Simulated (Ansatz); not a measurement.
**BClH₄SSi: shape, modes and thermochemistry**

The task is to find a stationary geometry of BClH₄SSi, then compute its harmonic vibrations to see whether it is a minimum and to get the zero-point energy and entropy, and look at its orbitals and charge.

Computed with Ansatz 0.2.0, Gaussian basis. Level: RKS PBE0-D4/def2-TZVP.

Plan: relaxation at PBE-D4/def2-SVP; relaxation at PBE0-D4/def2-TZVP; harmonic vibrations at the same level; a single point in def2-TZVPP for the fields.

### Step 1. Where the work starts

8 atoms, charge 0, spin multiplicity 1.

Atoms are counted from 1 here; the program's logs count them from 0.

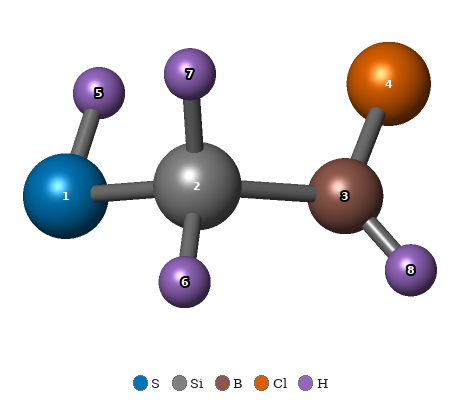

The starting geometry (sulfur blue, silicon grey, boron brown, chlorine orange, hydrogen purple); atoms are numbered from 1 in the order of the file.

The start is a force-field geometry with small random shifts, so a cheaper pass at PBE-D4/def2-SVP comes first.

### Step 2. Optimising with PBE-D4/def2-SVP (cheap first pass)

in.yaml

```yaml
crystal:
  periodic: [false, false, false]
  atoms:
    - {symbol: S, position_ang: [-1.432300, 1.522700, -0.098000]}
    - {symbol: Si, position_ang: [0.366300, 0.606200, 0.402300]}
    - {symbol: B, position_ang: [0.159100, -1.307000, 0.159000]}
    - {symbol: Cl, position_ang: [-0.143800, -1.992000, -1.487800]}
    - {symbol: H, position_ang: [-1.413000, 1.095900, -1.454200]}
    - {symbol: H, position_ang: [0.702300, 0.919300, 1.803500]}
    - {symbol: H, position_ang: [1.467200, 1.111300, -0.468300]}
    - {symbol: H, position_ang: [0.386400, -2.013400, 1.087600]}
basis:
  gaussian: {orbitals: def2-SVP}
hamiltonian: {xc: pbe, dispersion: d4}
relax: {f_tol: 0.03, max_steps: 200}
```

Run with:

```
$ ansatz run in.yaml --threads 2 --pin off --events-out ev --progress --plain --max-ram 4352MiB
```

Standard output (excerpt; [...] marks lines left out):

```text
Functional definition: PBE
  name "PBE"
  cite "Perdew, Burke & Ernzerhof, Phys. Rev. Lett. 77, 3865 (1996) doi:10.1103/PhysRevLett.77.3865"
  parent pbe
[...]
982 factors; their error is unknown
[...]
mean field -31952.30316146 eV, -1174.2254831349 hartree, gradient 2.7e-5 eV, S^2 0.000000; 0 other end points of the search recorded, 0 dependent functions left out
[...]
reference -31952.30319310 eV, -1174.2254842974 hartree; 28, 28 occupied and 60, 60 virtual orbitals, 982 factors
relax step   1: F+E_penalty+E_count = -31952.51615441 eV  Δ(F+E_penalty+E_count) = +0.000e0 eV  max|allowed force component| = 1.569e0 eV/Å  Δτ_max = 0.0000 Å  (26 SCF iters, accepted)
[...]
relax step   5: F+E_penalty+E_count = -31952.81668023 eV  Δ(F+E_penalty+E_count) = -7.564e-3 eV  max|allowed force component| = 1.608e-1 eV/Å  Δτ_max = 0.0316 Å  (28 SCF iters, accepted)
[...]
relax step   9: F+E_penalty+E_count = -31952.82606620 eV  Δ(F+E_penalty+E_count) = +3.232e-4 eV  max|allowed force component| = 1.297e-1 eV/Å  Δτ_max = 0.0491 Å  (27 SCF iters, rejected (line search))
[...]
relax step  13: F+E_penalty+E_count = -31952.83238548 eV  Δ(F+E_penalty+E_count) = -1.991e-3 eV  max|allowed force component| = 2.632e-1 eV/Å  Δτ_max = 0.1258 Å  (28 SCF iters, accepted)
[...]
relax step  16: F+E_penalty+E_count = -31952.83637054 eV  Δ(F+E_penalty+E_count) = +3.090e-3 eV  max|allowed force component| = 2.288e-1 eV/Å  Δτ_max = 0.0408 Å  (28 SCF iters, rejected (line search))
[...]
relax step  17: F+E_penalty+E_count = -31952.84050780 eV  Δ(F+E_penalty+E_count) = -1.047e-3 eV  max|allowed force component| = 2.112e-2 eV/Å  Δτ_max = 0.0199 Å  (29 SCF iters, accepted)
982 factors; their error is unknown
mean field -31952.62728359 eV, -1174.2373944033 hartree, gradient 1.2e-5 eV, S^2 0.000000; 1 other end points of the search recorded, 0 dependent functions left out
[...]
reference -31952.62731550 eV, -1174.2373955759 hartree; 28, 28 occupied and 60, 60 virtual orbitals, 982 factors
Total energy: -31952.84053971 eV, -1174.2452314211 hartree
Atom 0 at    -1.478043     1.369424     0.003007 Å, force    -0.006457    -0.005438    -0.003439 eV/Å
Atom 1 at     0.557276     0.651434     0.373213 Å, force     0.000533    -0.021122    -0.009131 eV/Å
Atom 2 at     0.175562    -1.301376     0.111974 Å, force    -0.010912     0.019352     0.020728 eV/Å
Atom 3 at     0.151385    -1.959446    -1.520895 Å, force     0.000786    -0.007649    -0.003869 eV/Å
Atom 4 at    -1.520819     0.864407    -1.263569 Å, force     0.007554     0.003413     0.006777 eV/Å
Atom 5 at     0.836281     1.072652     1.787555 Å, force     0.002560     0.006495     0.007943 eV/Å
Atom 6 at     1.561235     1.282047    -0.555090 Å, force     0.001698     0.005242    -0.003929 eV/Å
Atom 7 at    -0.190677    -2.036142     1.007905 Å, force     0.004240    -0.000293    -0.015080 eV/Å
Dipole moment:     0.148327    -0.060738    -0.083856 e Å
```

It took 18 s on 2 threads of AMD EPYC 9R14, shared host.

Relaxation path: (the energy doesn't fall at every step)

| step | energy from step 1 (eV) | largest force component (eV/Å) |
| --- | --- | --- |
| 1 | 0.0000 | 1.5685 |
| 2 | -0.1562 | 1.3976 |
| 3 | -0.2588 | 0.9430 |
| 4 | -0.2930 | 0.2721 |
| 5 | -0.3005 | 0.1608 |
| 6 | -0.3052 | 0.1243 |
| 7 | -0.3090 | 0.0679 |
| 8 | -0.3102 | 0.0359 |
| 9 | -0.3099 | 0.1297 |
| 10 | -0.3110 | 0.0180 |
| 11 | -0.3127 | 0.1274 |
| 12 | -0.3142 | 0.1596 |
| 13 | -0.3162 | 0.2632 |
| 14 | -0.3210 | 0.1685 |
| 15 | -0.3233 | 0.0579 |
| 16 | -0.3202 | 0.2288 |
| 17 | -0.3244 | 0.0211 |

The force was under the threshold of 0.03 eV/Å already at step 10, but the program went on to step 17.

Distances of close pairs at the start and the end, largest changes first:

| bond | before (Å) | after (Å) | change (Å) |
| --- | --- | --- | --- |
| S1–Si2 | 2.080 | 2.190 | +0.110 |
| Si2–B3 | 1.940 | 2.007 | +0.067 |
| S1–H5 | 1.422 | 1.364 | -0.058 |
| B3–Cl4 | 1.809 | 1.761 | -0.048 |
| Si2–H6 | 1.475 | 1.502 | +0.027 |
| B3–H8 | 1.189 | 1.215 | +0.027 |
| Si2–H7 | 1.492 | 1.506 | +0.014 |

### Step 3. Optimising with PBE0-D4/def2-TZVP

in.yaml

```yaml
crystal:
  periodic: [false, false, false]
  atoms:
    - {symbol: S, position_ang: [-1.478043, 1.369424, 0.003007]}
    - {symbol: Si, position_ang: [0.557276, 0.651434, 0.373213]}
    - {symbol: B, position_ang: [0.175562, -1.301376, 0.111974]}
    - {symbol: Cl, position_ang: [0.151385, -1.959446, -1.520895]}
    - {symbol: H, position_ang: [-1.520819, 0.864407, -1.263569]}
    - {symbol: H, position_ang: [0.836281, 1.072652, 1.787555]}
    - {symbol: H, position_ang: [1.561235, 1.282047, -0.555090]}
    - {symbol: H, position_ang: [-0.190677, -2.036142, 1.007905]}
basis:
  gaussian: {orbitals: def2-TZVP}
hamiltonian: {xc: pbe0, dispersion: d4}
relax: {f_tol: 0.005, max_steps: 150}
```

Same command.

Standard output (excerpt; [...] marks lines left out):

```text
Functional definition: PBE0
  name "PBE0"
  cite "Adamo & Barone, J. Chem. Phys. 110, 6158 (1999) doi:10.1063/1.478522"
  cite "Perdew, Burke & Ernzerhof, Phys. Rev. Lett. 77, 3865 (1996) doi:10.1103/PhysRevLett.77.3865"
  parent pbe
[...]
1152 factors; their error is unknown
[...]
mean field -31967.20760385 eV, -1174.7732112900 hartree, gradient 3.1e-5 eV, S^2 0.000000; 0 other end points of the search recorded, 0 dependent functions left out
[...]
reference -31967.20763577 eV, -1174.7732124631 hartree; 28, 28 occupied and 138, 138 virtual orbitals, 1152 factors
relax step   1: F+E_penalty+E_count = -31967.39024380 eV  Δ(F+E_penalty+E_count) = +0.000e0 eV  max|allowed force component| = 4.617e-1 eV/Å  Δτ_max = 0.0000 Å  (26 SCF iters, accepted)
[...]
reference -31967.24668705 eV, -1174.7746475710 hartree; 28, 28 occupied and 138, 138 virtual orbitals, 1152 factors
Total energy: -31967.42681563 eV, -1174.7812671743 hartree
Atom 0 at    -1.460757     1.470682     0.002130 Å, force     0.000661    -0.000678    -0.000454 eV/Å
Atom 1 at     0.494356     0.643669     0.358373 Å, force    -0.000760     0.001782     0.000989 eV/Å
Atom 2 at     0.187747    -1.326284     0.121536 Å, force     0.002415    -0.000863     0.003122 eV/Å
Atom 3 at     0.243380    -2.004320    -1.483032 Å, force    -0.000904     0.000537    -0.000168 eV/Å
Atom 4 at    -1.556511     0.970120    -1.241846 Å, force    -0.001356     0.000025    -0.001121 eV/Å
Atom 5 at     0.809579     1.041122     1.753907 Å, force     0.000826    -0.000473    -0.000134 eV/Å
Atom 6 at     1.509095     1.213969    -0.567233 Å, force    -0.000187    -0.000985     0.000164 eV/Å
Atom 7 at    -0.134690    -2.065958     1.000263 Å, force    -0.000695     0.000655    -0.002397 eV/Å
Dipole moment:     0.136811    -0.088871    -0.028176 e Å
```

Run time: 36 s. Hardware: 2 threads of AMD EPYC 9R14, shared host.

Along the way: (the energy doesn't fall at every step)

| step | energy from step 1 (eV) | largest force component (eV/Å) |
| --- | --- | --- |
| 1 | 0.0000 | 0.4617 |
| 2 | -0.0288 | 0.2030 |
| 3 | -0.0257 | 0.3106 |
| 4 | -0.0344 | 0.1052 |
| 5 | -0.0358 | 0.0656 |
| 6 | -0.0363 | 0.0244 |
| 7 | -0.0364 | 0.0054 |
| 8 | -0.0364 | 0.0152 |
| 9 | -0.0365 | 0.0100 |
| 10 | -0.0365 | 0.0084 |
| 11 | -0.0365 | 0.0064 |
| 12 | -0.0365 | 0.0031 |

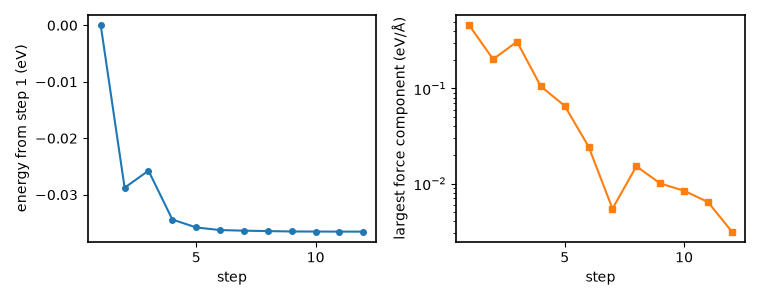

Energy and force, step by step.

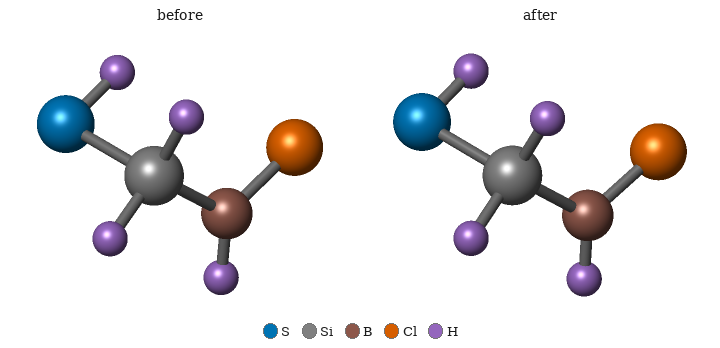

The geometry before (left) and after (right).

Close pairs (by a distance rule), those that changed most:

| bond | before (Å) | after (Å) | change (Å) |
| --- | --- | --- | --- |
| S1–Si2 | 2.190 | 2.153 | -0.037 |
| B3–H8 | 1.215 | 1.193 | -0.022 |
| S1–H5 | 1.364 | 1.344 | -0.020 |
| Si2–H7 | 1.506 | 1.487 | -0.019 |
| B3–Cl4 | 1.761 | 1.743 | -0.018 |
| Si2–H6 | 1.502 | 1.485 | -0.017 |
| Si2–B3 | 2.007 | 2.008 | +0.001 |

Mulliken charges at the end point, from the run's report:

| atom | value (e) |
| --- | --- |
| S1 | -0.31 |
| Si2 | 0.14 |
| B3 | 0.06 |
| Cl4 | -0.10 |
| H5 | 0.18 |
| H6 | -0.01 |
| H7 | -0.01 |
| H8 | 0.05 |

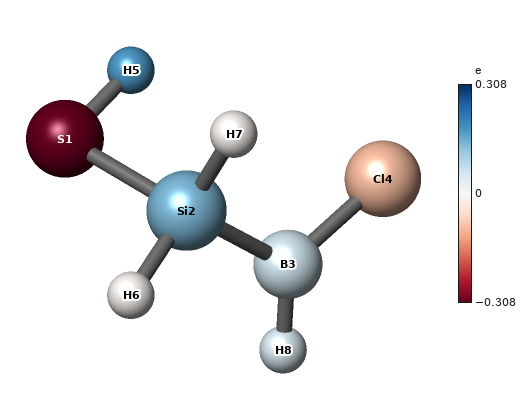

Mulliken charges at the end point, from the run's report, as colours on the atoms.

### Step 4. Vibrations by finite differences

in.yaml

```yaml
crystal:
  periodic: [false, false, false]
  atoms:
    - {symbol: S, position_ang: [-1.460757, 1.470682, 0.002130]}
    - {symbol: Si, position_ang: [0.494356, 0.643669, 0.358373]}
    - {symbol: B, position_ang: [0.187747, -1.326284, 0.121536]}
    - {symbol: Cl, position_ang: [0.243380, -2.004320, -1.483032]}
    - {symbol: H, position_ang: [-1.556511, 0.970120, -1.241846]}
    - {symbol: H, position_ang: [0.809579, 1.041122, 1.753907]}
    - {symbol: H, position_ang: [1.509095, 1.213969, -0.567233]}
    - {symbol: H, position_ang: [-0.134690, -2.065958, 1.000263]}
basis:
  gaussian: {orbitals: def2-TZVP}
hamiltonian: {xc: pbe0, dispersion: d4}
phonons: {temperatures: {t_min: 298.15, t_max: 900, t_step: 200}}
```

Same command.

Standard output (excerpt; [...] marks lines left out):

```text
Functional definition: PBE0
  name "PBE0"
  cite "Adamo & Barone, J. Chem. Phys. 110, 6158 (1999) doi:10.1063/1.478522"
  cite "Perdew, Burke & Ernzerhof, Phys. Rev. Lett. 77, 3865 (1996) doi:10.1103/PhysRevLett.77.3865"
  parent pbe
[...]
1152 factors; their error is unknown
[...]
mean field -31967.24665285 eV, -1174.7746463141 hartree, gradient 3.0e-5 eV, S^2 0.000000; 0 other end points of the search recorded, 0 dependent functions left out
[...]
reference -31967.24668474 eV, -1174.7746474862 hartree; 28, 28 occupied and 138, 138 virtual orbitals, 1152 factors
[...]
1152 factors; their error is unknown
mean field -31967.24657925 eV, -1174.7746436094 hartree, gradient 1.6e-6 eV, S^2 0.000000; 0 other end points of the search recorded, 0 dependent functions left out
[...]
reference -31967.24661114 eV, -1174.7746447812 hartree; 28, 28 occupied and 138, 138 virtual orbitals, 1152 factors
[...]
Atom 0 at    -1.460757     1.470682     0.002130 Å, force     0.000678    -0.000684    -0.000394 eV/Å
Atom 1 at     0.494356     0.643669     0.358373 Å, force    -0.000743     0.001790     0.000932 eV/Å
Atom 2 at     0.187747    -1.326284     0.121536 Å, force     0.002364    -0.000858     0.003163 eV/Å
Atom 3 at     0.243380    -2.004320    -1.483032 Å, force    -0.000854     0.000518    -0.000187 eV/Å
Atom 4 at    -1.556511     0.970120    -1.241846 Å, force    -0.001380     0.000038    -0.001152 eV/Å
Atom 5 at     0.809579     1.041122     1.753907 Å, force     0.000820    -0.000473    -0.000130 eV/Å
Atom 6 at     1.509095     1.213969    -0.567233 Å, force    -0.000187    -0.000989     0.000167 eV/Å
Atom 7 at    -0.134690    -2.065958     1.000263 Å, force    -0.000698     0.000658    -0.002400 eV/Å
Dipole moment:     0.136813    -0.088870    -0.028176 e Å
Vibrations: 44.03 114.08 175.89 221.77 467.41 505.27 576.41 677.03 688.87 774.25 835.79 859.56 932.01 1060.16 2215.75 2237.37 2646.64 2705.19 cm⁻¹, zero-point energy 1.099583 eV
```

Run time: 93 s. Hardware: 2 threads of AMD EPYC 9R14, shared host.

Motions are named by where the mode's potential energy lies. Wavenumbers, unscaled:

| mode | cm⁻¹ | motion |
| --- | --- | --- |
| 1 | 44 | torsion |
| 2 | 114 | bend with torsion |
| 3 | 176 | bend |
| 4 | 222 | torsion |
| 5 | 467 | torsion with bend |
| 6 | 505 | Si–S stretch |
| 7 | 576 | bend with Si–B stretch |
| 8 | 677 | bend with Si–B stretch |
| 9 | 689 | torsion with bend |
| 10 | 774 | bend with torsion |
| 11 | 836 | bend |
| 12 | 860 | B–Cl stretch |
| 13 | 932 | bend with torsion |
| 14 | 1060 | bend |
| 15 | 2216 | Si–H stretch |
| 16 | 2237 | Si–H stretch |
| 17 | 2647 | B–H stretch |
| 18 | 2705 | S–H stretch |

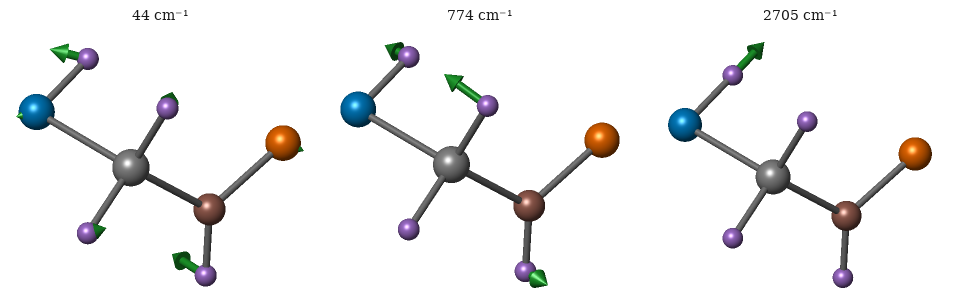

Displacements of 3 modes, as arrows.

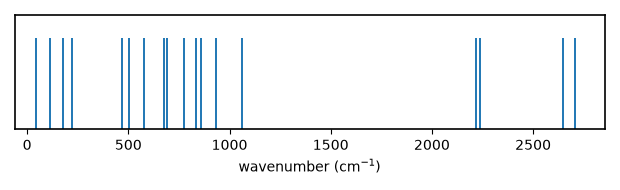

The harmonic wavenumbers as sticks (no intensities were computed).

From these modes and the moments of inertia (298.15 K, 1 bar, symmetry number 1):

| term | value |
| --- | --- |
| zero-point energy | 106.1 kJ/mol |
| H(298) − E | 126.1 kJ/mol |
| entropy, translation | 167.5 J/(mol K) |
| entropy, rotation | 115.6 J/(mol K) |
| entropy, vibration | 66.5 J/(mol K) |
| entropy, total | 349.6 J/(mol K) |

### Step 5. A single point for the fields

in.yaml, as its differences from that of step 4:

```diff
@@ -12,4 +12,4 @@
 basis:
-  gaussian: {orbitals: def2-TZVP}
+  gaussian: {orbitals: def2-TZVPP}
 hamiltonian: {xc: pbe0, dispersion: d4}
-phonons: {temperatures: {t_min: 298.15, t_max: 900, t_step: 200}}
+output: {orbitals: {seedname: orbitals}}
```

Same command.

Standard output:

```text
Functional definition: PBE0
  name "PBE0"
  cite "Adamo & Barone, J. Chem. Phys. 110, 6158 (1999) doi:10.1063/1.478522"
  cite "Perdew, Burke & Ernzerhof, Phys. Rev. Lett. 77, 3865 (1996) doi:10.1103/PhysRevLett.77.3865"
  parent pbe
  parameter a = 0.25
  parameter kappa = 0.804
  parameter beta = 0.06672455060314922
  exchange = (1 - a)*pbe_x(kappa = kappa, mu = beta*pi^2/3) + a*exact_x
  correlation = pbe_c(beta = beta)
1336 factors; their error is unknown
mean field evaluation 1: about -31965.9749 eV, gradient 2.0e1 eV
mean field evaluation 2: about -31966.0210 eV, gradient 2.1e1 eV
mean field evaluation 4: about -31967.2208 eV, gradient 1.1e0 eV
mean field evaluation 8: about -31967.2793 eV, gradient 3.1e-2 eV
mean field -31967.27932766 eV, -1174.7758470914 hartree, gradient 2.7e-5 eV, S^2 0.000000; 0 other end points of the search recorded, 0 dependent functions left out
reference -31967.27935936 eV, -1174.7758482564 hartree; 28, 28 occupied and 185, 185 virtual orbitals, 1336 factors
Total energy: -31967.45948795 eV, -1174.7824678599 hartree
```

It took 2.7 s on 2 threads of AMD EPYC 9R14, shared host; peak memory 0.52 GiB.

The fields below are evaluated on a grid from the run's orbitals.

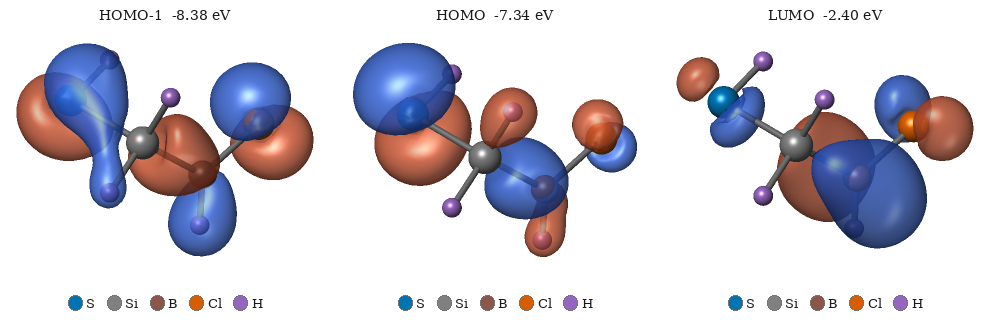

PBE0-D4/def2-TZVPP orbitals near the gap, drawn at the value that encloses 70 % of each; the two colours are the two signs.

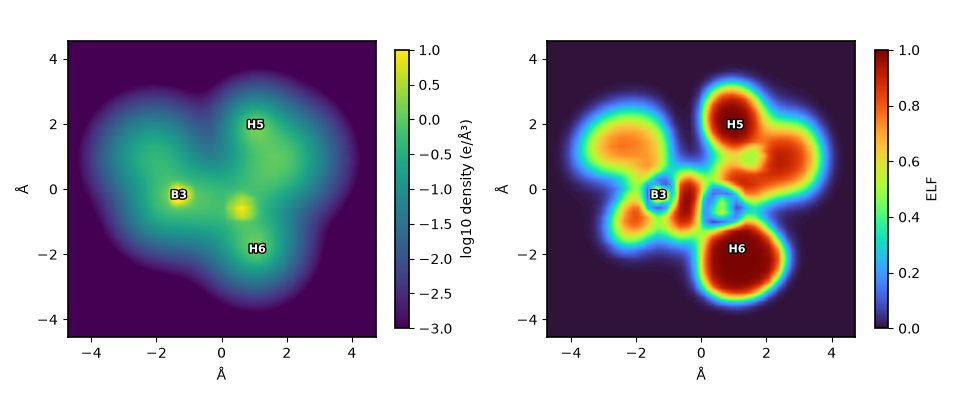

Density (left) and ELF (right) in a plane through or near 3 of the atoms.

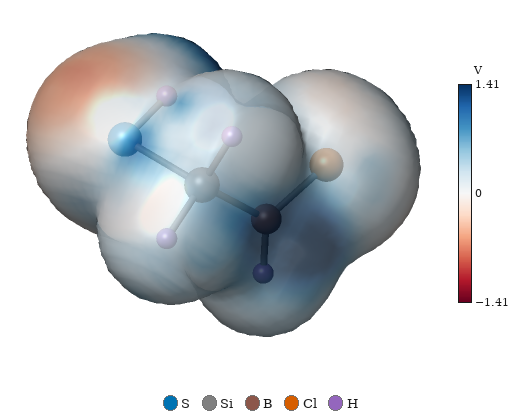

The potential that a unit positive charge feels on the 0.002 e/bohr³ surface, from -0.59 V near S1 to 1.41 V near B3.

### Step 6. What came out

```
                  quantity            value
               point group               C1
                     steps          17 + 12
shift from the start (rms)          0.273 Å
              total energy   -31967.4268 eV
           dispersion term         -180 meV
             dipole moment           0.80 D
lowest, highest wavenumber    44, 2705 cm⁻¹
         zero-point energy     106.1 kJ/mol
       entropy at 298.15 K  349.6 J/(mol K)
                HOMO, LUMO  -7.34, -2.40 eV
```

What this shows: The relaxed geometry lies 0.27 Å (rms) from the start; the bond that changed most is S1–H5, from 1.422 to 1.344 Å. All wavenumbers are real, so the end point is a minimum. The stiffest mode, 2705 cm⁻¹, is an S–H stretch, and 3 modes under 200 cm⁻¹ make the vibrational entropy uncertain. Harmonic hybrid wavenumbers usually lie a few per cent above measured fundamentals. The largest Mulliken charge, -0.31 e, sits on S1. The HOMO lies mostly on S1 56 %; B3 12 % and the LUMO on B3 53 %; Cl4 14 %.
